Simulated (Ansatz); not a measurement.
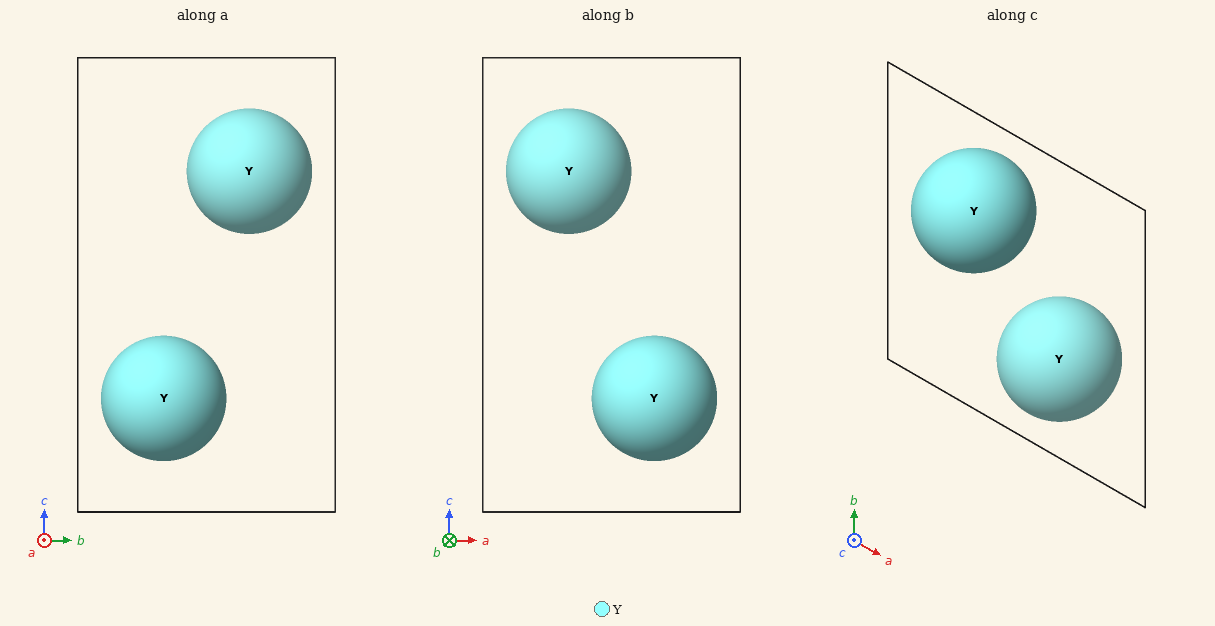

Crystal structure, spheres-only style, seen along the a axis, along the b axis and along the c axis. The lines enclose the conventional unit cell; boundary atoms appear with their images.

Lattice parameters: a = 3.7014 Å, b = 3.7014 Å, c = 5.6630 Å, α = 90.000°, β = 90.000°, γ = 120.000°.

> Give the structure in the form of a CIF in P1 with every atom of the cell.

```cif
data_structure
_symmetry_space_group_name_H-M 'P 1'
_symmetry_Int_Tables_number 1
_cell_length_a 3.7014
_cell_length_b 3.7014
_cell_length_c 5.6630
_cell_angle_alpha 90.000
_cell_angle_beta 90.000
_cell_angle_gamma 120.000
_cell_volume 67.19
loop_
_atom_site_label
_atom_site_type_symbol
_atom_site_fract_x
_atom_site_fract_y
_atom_site_fract_z
_atom_site_occupancy
Y1 Y 0.3333 0.6667 0.7500 1
Y2 Y 0.6667 0.3333 0.2500 1
```

The model was built from the standard structure of this element. Earlier steps of the study may have refined or changed the cell and positions. A calculation with Ansatz used it as input.
